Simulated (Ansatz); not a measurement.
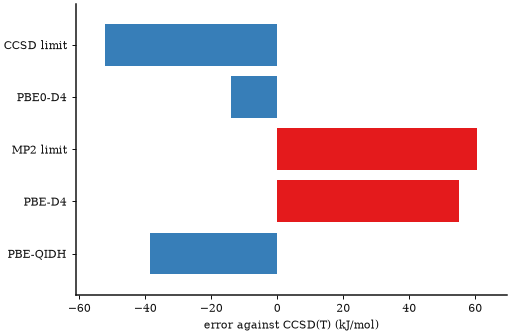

Error in the electronic atomisation energy (method less reference, so positive means overbinding) of CH₅NOSi, SMILES C1N[SiH2]O1: functionals in def2-TZVPP against frozen-core CCSD(T) at the limit (MP2 extrapolated from triple and quadruple zeta, plus CCSD(T) less MP2 in a smaller set), which gives 3301.5 kJ/mol, at a PBE0-D4/def2-TZVP geometry (a minimum by its frequencies), no zero-point or spin-orbit term, the Ansatz code. The reference leaves out core correlation, a term that grows with the number of heavy atoms. PBE-QIDH holds a correlation term that converges slowly with the basis, so part of the distance to the limit is basis error. No dispersion term is added to PBE-QIDH. Limit means the basis limit.

Q: Which of these levels overbind, and which underbind?

A: Overbind: MP2 limit and PBE-D4. Underbind: CCSD limit and PBE-QIDH. Within 20 kJ/mol of zero, too close to call in view of what the reference leaves out: PBE0-D4.

Q: Give the values.

A:
| level | kJ/mol |
| --- | --- |
| CCSD limit | −52.1 |
| PBE0-D4 | −14.0 |
| MP2 limit | 60.7 |
| PBE-D4 | 55.0 |
| PBE-QIDH | −38.6 |
